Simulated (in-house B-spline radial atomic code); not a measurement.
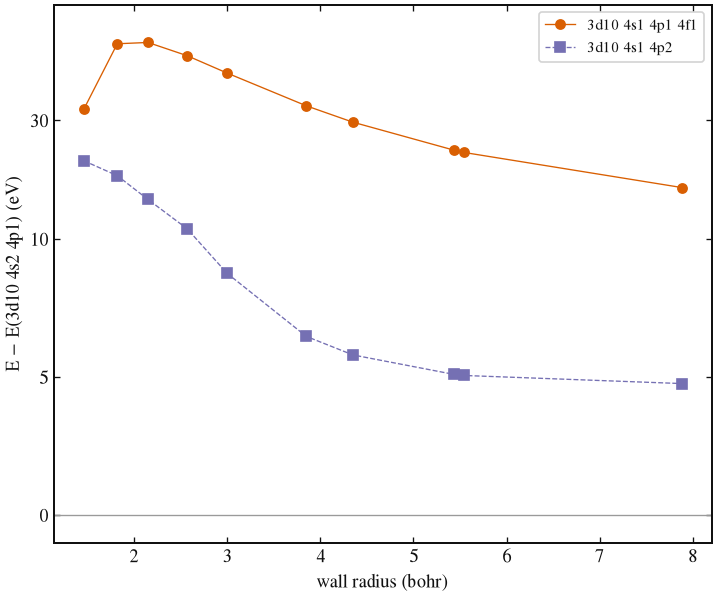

Atomic gallium (Ga); electrons: [Ar] 3d10 4s2 4p1 (high spin). It is put inside a hard spherical wall of varying radius. Level of theory: non-relativistic PBE, spin-polarised, spherical fractional occupations, point nucleus, hard spherical wall, basis-set limit. Computed with an in-house B-spline radial code. The plot shows the energy of other fillings against the starting one at the same radius, on a scale that is linear within ±10 eV and logarithmic beyond.

Q: Does confinement change the order of these fillings?

A: Against 3d10 4s2 4p1: 3d10 4s1 4p1 4f1 lies 16.1 eV above it at 7.88 bohr and never crosses it, ending at 33.2 eV at 1.46 bohr; 3d10 4s1 4p2 lies 4.76 eV above it at 7.88 bohr and never crosses it, ending at 20.6 eV at 1.46 bohr. At the tightest wall the lowest of the fillings run is 3d10 4s2 4p1; others weren't tried.
